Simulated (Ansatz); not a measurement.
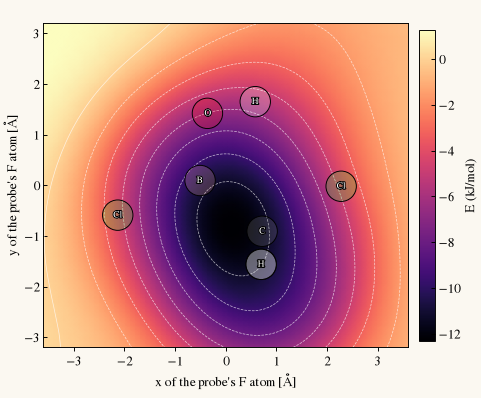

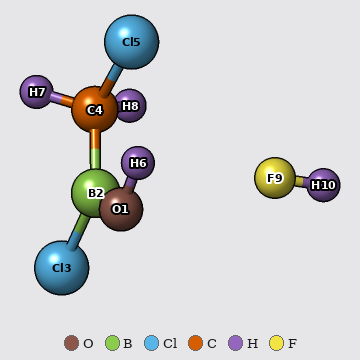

Energy landscape of CH₃BCl₂O (SMILES OB(Cl)CCl) with the probe HF. 
- The probe is moved over a plane parallel to the molecule's main plane, 3.58 Å above it.
- Coordinates scanned: (1) x of the probe's F atom; (2) y of the probe's F atom.
- Nothing is relaxed (molecule and probe rigid, the probe upright with F nearest the plane).
- Grid: 19 × 17 points.
- All energies are given in kJ/mol relative to molecule and probe far apart, each relaxed in its own basis (no counterpoise correction).
- Theory: RKS PBE0-D4/def2-SVP in Ansatz.

Drawn: a smooth colour map with a few white contour lines, labelled circles for the molecule's atoms, projected on the plane. Between grid points the surface is interpolated. The second picture is the structure at the lowest point.

> What does the map say about the system?

The lowest grid point is at x of the probe's F atom = 0.0 Å, y of the probe's F atom = −0.8 Å, −12.3 kJ/mol from molecule and probe far apart, each relaxed in its own basis (no counterpoise correction). It is the only kind of minimum in the scanned range. The highest grid point, x of the probe's F atom = −3.6 Å, y of the probe's F atom = 2.8 Å, lies 13.5 kJ/mol above the lowest. Near the minimum the curvatures are about 0.028 and 0.05 eV/Å² along the soft and the stiff direction.

Grid values (kJ/mol):

| y of the probe's F atom ↓, x of the probe's F atom → | −3.2 | −2.4 | −1.6 | −0.8 | 0.0 | 0.8 | 1.6 | 2.4 | 3.2 |
| --- | --- | --- | --- | --- | --- | --- | --- | --- | --- |
| 3.2 | 1.2 | 1.0 | 0.5 | −0.3 | −1.2 | −1.6 | −1.6 | −1.3 | −0.9 |
| 2.4 | 1.2 | 0.5 | −0.6 | −2.0 | −3.1 | −3.2 | −2.6 | −1.7 | −1.0 |
| 1.6 | 0.7 | −0.7 | −2.8 | −4.9 | −6.0 | −5.5 | −4.0 | −2.3 | −1.1 |
| 0.8 | 0.0 | −2.1 | −5.2 | −7.9 | −9.0 | −8.0 | −5.6 | −3.1 | −1.4 |
| 0.0 | −0.5 | −3.1 | −6.7 | −9.9 | −11.4 | −10.2 | −7.3 | −4.0 | −1.7 |
| −0.8 | −0.7 | −3.1 | −6.7 | −10.4 | −12.3 | −11.3 | −8.5 | −5.0 | −2.1 |
| −1.6 | −0.5 | −2.4 | −5.6 | −9.3 | −11.4 | −11.0 | −8.8 | −5.5 | −2.3 |
| −2.4 | −0.2 | −1.4 | −3.9 | −7.1 | −9.4 | −9.7 | −8.0 | −5.0 | −2.1 |
| −3.2 | 0.0 | −0.7 | −2.2 | −4.4 | −6.4 | −7.0 | −5.8 | −3.5 | −1.6 |

The table holds every second grid line.

The whole map (323 points run) took 50 min on 1 thread of Arm Neoverse N1 (shared host).
